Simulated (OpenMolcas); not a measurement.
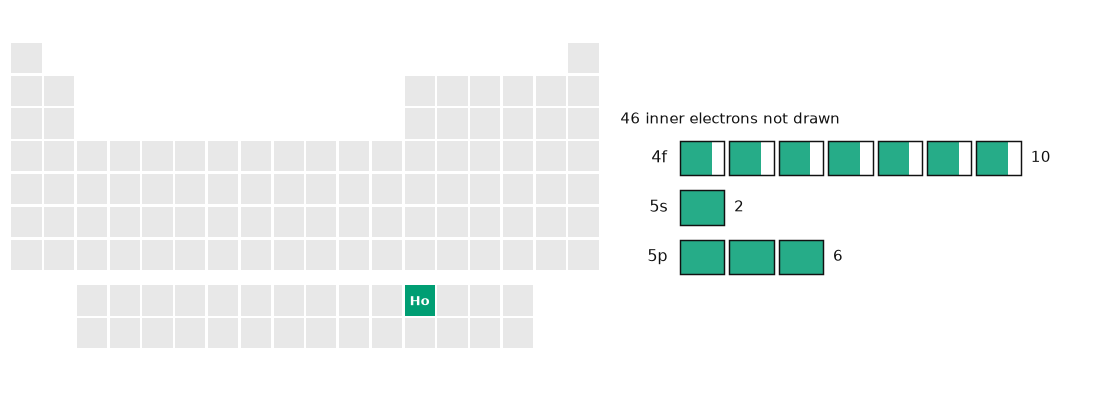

Fig. 1: Left, the place of holmium in the periodic table; right, the outer shells of the leading configuration of the lowest level: a box for each of the 2l + 1 orbitals, shaded by the share of the shell that is filled, with the electron count at the right.

Run report: Ho³⁺ complex, multiconfigurational calculation (part 1 of 2)

- system: Ho³⁺ with 8 ligands (F; cube, 2.39 Å), embedded in SrF2 by model potentials and point charges, whose field is part of the energies.
- method: state-averaged CASSCF, active space 10 electrons in the shell 4f, basis ANO-RCC-VDZP on the metal and ANO-RCC-VDZP on the ligands, DKH2 scalar Hamiltonian, spin-orbit coupling by RASSI with atomic mean-field integrals (OpenMolcas)

**Output (extracts)**
```
--- SEWARD ---
Basis set label: HO.ANO-RCC...7S6P4D2F1G.

      Electronic valence basis set:
      ------------------
      Associated Effective Charge  67.000000 au
      Associated Actual Charge     67.000000 au
      Nuclear Model: Point charge

      Shell  nPrim  nBasis  Cartesian Spherical Contaminant
         s      25       7        X
         p      22       6        X
         d      15       4                 X
         f      11       2                 X
         g       4       1                 X
                  Relativistic Douglas-Kroll-Hess integrals:
                    - DKH order of Hamiltonian: 2
                    - DKH order of Properties : 0
                  Atomic mean-field integrals
--- RASSCF ---
Wave function specifications:
      -----------------------------

      Number of closed shell electrons         134
      Number of electrons in active shells      10
      Max number of holes in RAS1 space          0
      Max nr of electrons in RAS3 space          0
      Number of inactive orbitals               67
      Number of active orbitals                  7
      Number of secondary orbitals             106
      Spin quantum number                      2.0
      State symmetry                             1
Orbital specifications:
      -----------------------

      Symmetry species                           1   2
                                                ag  au
      Frozen orbitals                            0   0
      Inactive orbitals                         35  32
      Active orbitals                            0   7
      RAS1 orbitals                              0   0
      RAS2 orbitals                              0   7
      RAS3 orbitals                              0   0
      Secondary orbitals                        57  49
      Deleted orbitals                           0   0
      Number of basis functions                 92  88
      Number of CSFs                            35
      Number of root(s) required                35
      Iter CI   SX   CI       RASSCF       Energy    max ROT     max BLB   max BLB  Level Ln srch  Step   QN
          iter iter root      energy       change     param      element    value   shift minimum  type update
 Nr of preliminary CI iterations:   1
      Total energies have been shifted. Add               -13000.00 au
        1   1    9    0  -402.59723388    0.00E+00  -4.22E-02   14  53 2 -3.18E-01*  1.46   0.00    SX    NO
        2   1    9    0  -403.37630758   -7.79E-01* -1.72E-02   13  54 1  1.12E-01*  0.94   0.00    SX    NO
        3   1    9    0  -403.49569405   -1.19E-01* -1.01E-02   34  41 2  5.83E-02*  0.98   0.00    SX    NO
        4   1    9    0  -403.51803841   -2.23E-02*  7.84E-03   38  45 2 -4.22E-02*  0.87   0.00    SX    NO
        5   1    8    0  -403.52628753   -8.25E-03*  5.32E-03   34  41 2  2.80E-02*  0.91   1.07    QN   YES
        6   1    8    0  -403.53058392   -4.30E-03* -2.16E-03   36  43 2  9.49E-03*  0.88   1.42    LS   YES
        7   1    8    0  -403.53099416   -4.10E-04* -8.69E-04   12  49 2 -4.72E-03*  0.87   1.03    QN   YES
        8   1    7    0  -403.53111858   -1.24E-04* -6.40E-04   12  49 2 -2.09E-03*  0.87   1.74    LS   YES
        9   1    7    0  -403.53114604   -2.75E-05*  1.58E-04   10  51 1  1.63E-03*  0.87   1.01    QN   YES
       10   1    7    0  -403.53115767   -1.16E-05*  8.33E-05   15  50 1  3.83E-04*  0.87   1.53    LS   YES
       11   1    6    0  -403.53115923   -1.56E-06*  1.21E-04   10  47 2  5.57E-04*  0.87   1.00    QN   YES
       12   1    6    0  -403.53116124   -2.01E-06*  8.17E-05    7  50 2  2.51E-04*  0.87   1.68    LS   YES
       13   1    6    0  -403.53116162   -3.85E-07* -2.44E-05   10  51 1 -1.41E-04*  0.87   0.98    QN   YES
       14   1    5    0  -403.53116174   -1.11E-07* -3.66E-05   10  50 2  3.96E-05   0.87   2.50    LS   YES
       15   1    6    0  -403.53116168    5.64E-08* -1.76E-05   10  51 1  1.71E-04*  0.87   0.31    LS   YES
       16   1    5    0  -403.53116174   -6.05E-08* -6.32E-06    7  50 2 -8.73E-05   0.87   2.50    QN   YES
       17   1    5    0  -403.53116176   -2.10E-08*  4.68E-06   10  51 1  1.30E-05   0.87   1.11    QN   YES
       18   1    4    0  -403.53116177   -5.01E-09   3.54E-06   20  38 1  4.87E-06   0.87   1.05    QN   YES
      Convergence after 18 iterations
       19   1    4    0  -403.53116177   -2.13E-09   3.54E-06    7  50 2  3.02E-06   0.87   1.05    QN   YES
      Natural orbitals and occupation numbers for root  1
      sym 2:   1.166880   1.000000   1.833120   1.166880   1.166880   1.833120   1.833120
      Natural orbitals and occupation numbers for root  2
      sym 2:   1.285002   1.020307   1.918965   1.077963   1.761878   1.228736   1.707149
      Natural orbitals and occupation numbers for root  3
      sym 2:   1.017085   1.024729   1.970214   1.355354   1.630521   1.364386   1.637712
::    RASSCF root number  1 Total energy: -13403.61317937
::    RASSCF root number  2 Total energy: -13403.61264007
::    RASSCF root number  3 Total energy: -13403.61264007
::    RASSCF root number  4 Total energy: -13403.61264007
::    RASSCF root number  5 Total energy: -13403.61252583
::    RASSCF root number  6 Total energy: -13403.61234054
::    RASSCF root number  7 Total energy: -13403.61234054
::    RASSCF root number  8 Total energy: -13403.61234053
::    RASSCF root number  9 Total energy: -13403.61099168
::    RASSCF root number 10 Total energy: -13403.61099168
::    RASSCF root number 11 Total energy: -13403.61059707
::    RASSCF root number 12 Total energy: -13403.61059707
::    RASSCF root number 13 Total energy: -13403.61059707
::    RASSCF root number 14 Total energy: -13403.53234831
::    RASSCF root number 15 Total energy: -13403.53117522
::    RASSCF root number 16 Total energy: -13403.53101736
::    RASSCF root number 17 Total energy: -13403.53101736
::    RASSCF root number 18 Total energy: -13403.53101736
::    RASSCF root number 19 Total energy: -13403.53092634
::    RASSCF root number 20 Total energy: -13403.53092634
::    RASSCF root number 21 Total energy: -13403.53092634
::    RASSCF root number 22 Total energy: -13403.48597435
::    RASSCF root number 23 Total energy: -13403.48597435
::    RASSCF root number 24 Total energy: -13403.48565010
::    RASSCF root number 25 Total energy: -13403.48565010
::    RASSCF root number 26 Total energy: -13403.48565010
::    RASSCF root number 27 Total energy: -13403.48525429
::    RASSCF root number 28 Total energy: -13403.48369824
::    RASSCF root number 29 Total energy: -13403.48369824
::    RASSCF root number 30 Total energy: -13403.48369824
--- RASSCF ---
Wave function specifications:
      -----------------------------

      Number of closed shell electrons         134
      Number of electrons in active shells      10
      Max number of holes in RAS1 space          0
      Max nr of electrons in RAS3 space          0
      Number of inactive orbitals               67
      Number of active orbitals                  7
      Number of secondary orbitals             106
      Spin quantum number                      1.0
      State symmetry                             1
Orbital specifications:
      -----------------------

      Symmetry species                           1   2
                                                ag  au
      Frozen orbitals                            0   0
      Inactive orbitals                         35  32
      Active orbitals                            0   7
      RAS1 orbitals                              0   0
      RAS2 orbitals                              0   7
      RAS3 orbitals                              0   0
      Secondary orbitals                        57  49
      Deleted orbitals                           0   0
      Number of basis functions                 92  88
      Number of CSFs                           210
      Number of root(s) required               162
      Iter CI   SX   CI       RASSCF       Energy    max ROT     max BLB   max BLB  Level Ln srch  Step   QN
          iter iter root      energy       change     param      element    value   shift minimum  type update
 Nr of preliminary CI iterations:   1
        1   1    0    0-13403.42152164    0.00E+00   0.00E+00   39  46 2 -1.03E-02*  0.00   0.00    SX    NO
      Natural orbitals and occupation numbers for root  1
      sym 2:   1.400694   1.391432   1.452665   1.410012   1.431518   1.456529   1.457150
      Natural orbitals and occupation numbers for root  2
      sym 2:   1.424035   1.391579   1.458085   1.398641   1.419423   1.456141   1.452096
      Natural orbitals and occupation numbers for root  3
      sym 2:   1.433053   1.391202   1.455306   1.400930   1.408116   1.454485   1.456907
::    RASSCF root number  1 Total energy: -13403.51589677
::    RASSCF root number  2 Total energy: -13403.51589677
::    RASSCF root number  3 Total energy: -13403.51589677
::    RASSCF root number  4 Total energy: -13403.51589343
::    RASSCF root number  5 Total energy: -13403.51589343
::    RASSCF root number  6 Total energy: -13403.51589343
::    RASSCF root number  7 Total energy: -13403.51588479
::    RASSCF root number  8 Total energy: -13403.51588479
::    RASSCF root number  9 Total energy: -13403.51572056
::    RASSCF root number 10 Total energy: -13403.51572056
::    RASSCF root number 11 Total energy: -13403.51572056
::    RASSCF root number 12 Total energy: -13403.51567824
::    RASSCF root number 13 Total energy: -13403.51567824
::    RASSCF root number 14 Total energy: -13403.51567824
::    RASSCF root number 15 Total energy: -13403.51565455
::    RASSCF root number 16 Total energy: -13403.48944477
::    RASSCF root number 17 Total energy: -13403.48944477
::    RASSCF root number 18 Total energy: -13403.48944477
::    RASSCF root number 19 Total energy: -13403.48936320
::    RASSCF root number 20 Total energy: -13403.48936320
::    RASSCF root number 21 Total energy: -13403.48906161
::    RASSCF root number 22 Total energy: -13403.48906161
::    RASSCF root number 23 Total energy: -13403.48906161
::    RASSCF root number 24 Total energy: -13403.48832741
::    RASSCF root number 25 Total energy: -13403.48832741
::    RASSCF root number 26 Total energy: -13403.48832741
::    RASSCF root number 27 Total energy: -13403.47941467
::    RASSCF root number 28 Total energy: -13403.47941467
::    RASSCF root number 29 Total energy: -13403.47903188
::    RASSCF root number 30 Total energy: -13403.47903188
--- RASSCF ---
Wave function specifications:
      -----------------------------

      Number of closed shell electrons         134
      Number of electrons in active shells      10
      Max number of holes in RAS1 space          0
      Max nr of electrons in RAS3 space          0
      Number of inactive orbitals               67
      Number of active orbitals                  7
      Number of secondary orbitals             106
      Spin quantum number                      0.0
      State symmetry                             1
Orbital specifications:
      -----------------------

      Symmetry species                           1   2
                                                ag  au
      Frozen orbitals                            0   0
      Inactive orbitals                         35  32
      Active orbitals                            0   7
      RAS1 orbitals                              0   0
      RAS2 orbitals                              0   7
      RAS3 orbitals                              0   0
      Secondary orbitals                        57  49
      Deleted orbitals                           0   0
      Number of basis functions                 92  88
      Number of CSFs                           196
      Number of root(s) required               162
      Iter CI   SX   CI       RASSCF       Energy    max ROT     max BLB   max BLB  Level Ln srch  Step   QN
          iter iter root      energy       change     param      element    value   shift minimum  type update
 Nr of preliminary CI iterations:   1
        1   1    0    0-13403.34018541    0.00E+00   0.00E+00   39  46 2 -1.76E-02*  0.00   0.00    SX    NO
      Natural orbitals and occupation numbers for root  1
      sym 2:   1.330974   1.059739   1.795735   1.265415   1.610799   1.652976   1.284362
      Natural orbitals and occupation numbers for root  2
      sym 2:   1.265985   1.059772   1.663597   1.335295   1.275976   1.785834   1.613541
      Natural orbitals and occupation numbers for root  3
      sym 2:   1.299527   1.059686   1.809768   1.266382   1.320680   1.633723   1.610233
::    RASSCF root number  1 Total energy: -13403.45796153
::    RASSCF root number  2 Total energy: -13403.45796153
::    RASSCF root number  3 Total energy: -13403.45796153
::    RASSCF root number  4 Total energy: -13403.45747711
::    RASSCF root number  5 Total energy: -13403.45747711
::    RASSCF root number  6 Total energy: -13403.45739698
::    RASSCF root number  7 Total energy: -13403.45739698
::    RASSCF root number  8 Total energy: -13403.45739698
::    RASSCF root number  9 Total energy: -13403.45732075
::    RASSCF root number 10 Total energy: -13403.45668469
::    RASSCF root number 11 Total energy: -13403.45668468
::    RASSCF root number 12 Total energy: -13403.45668468
::    RASSCF root number 13 Total energy: -13403.45619821
::    RASSCF root number 14 Total energy: -13403.45619821
::    RASSCF root number 15 Total energy: -13403.45619821
::    RASSCF root number 16 Total energy: -13403.45619565
::    RASSCF root number 17 Total energy: -13403.45619565
::    RASSCF root number 18 Total energy: -13403.44007021
::    RASSCF root number 19 Total energy: -13403.44007021
::    RASSCF root number 20 Total energy: -13403.43915149
::    RASSCF root number 21 Total energy: -13403.43915149
::    RASSCF root number 22 Total energy: -13403.43915149
::    RASSCF root number 23 Total energy: -13403.42697194
::    RASSCF root number 24 Total energy: -13403.42697194
::    RASSCF root number 25 Total energy: -13403.42697194
::    RASSCF root number 26 Total energy: -13403.42544745
::    RASSCF root number 27 Total energy: -13403.42544745
::    RASSCF root number 28 Total energy: -13403.42541752
::    RASSCF root number 29 Total energy: -13403.42541752
::    RASSCF root number 30 Total energy: -13403.42541752
```

(Continued in part 2.) Outcome of the run: converged.
